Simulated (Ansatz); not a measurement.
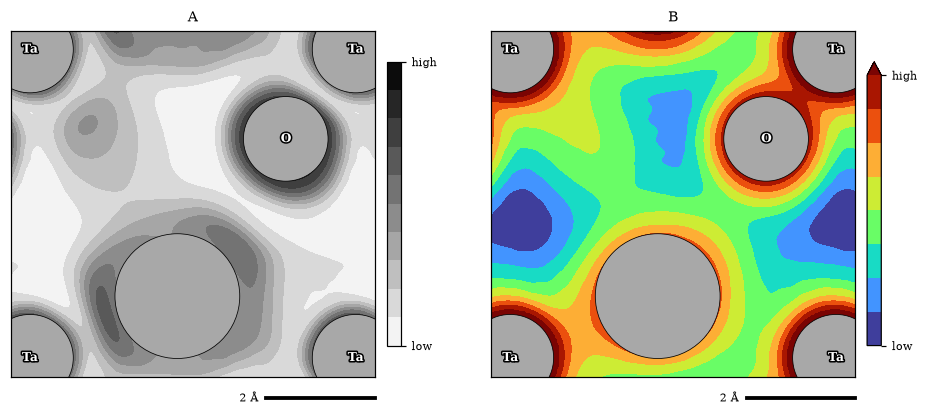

TaBiO: 2 fields on the (001) plane of the conventional cell, with unlabelled colour scales. Grey discs cover the atomic cores.

Space group P2₁/c; a generated structure, not necessarily the stable one.

Level of theory: Ansatz 0.2.0, DFT PBE, scalar-relativistic, plane waves, PAW.

```
CELL_PARAMETERS angstrom
6.02708 0.00000 0.01541
0.00000 -5.70589 0.00000
0.00217 0.00000 -6.97665
ATOMIC_POSITIONS crystal
Ta 0.86369 0.07270 0.14063
Ta 0.13631 0.57270 0.35937
Ta 0.13631 0.92730 0.85937
Ta 0.86369 0.42730 0.64063
Bi 0.41095 0.27275 0.10031
Bi 0.58905 0.77275 0.39969
Bi 0.58905 0.72725 0.89969
Bi 0.41095 0.22725 0.60031
O 0.92176 0.28272 0.36582
O 0.07824 0.78272 0.13418
O 0.07824 0.71728 0.63418
O 0.92176 0.21728 0.86582
```

**The panels show electron localisation function and valence pseudo-density in some order. Assign them.**

Panel A: electron localisation function. Panel B: valence pseudo-density.
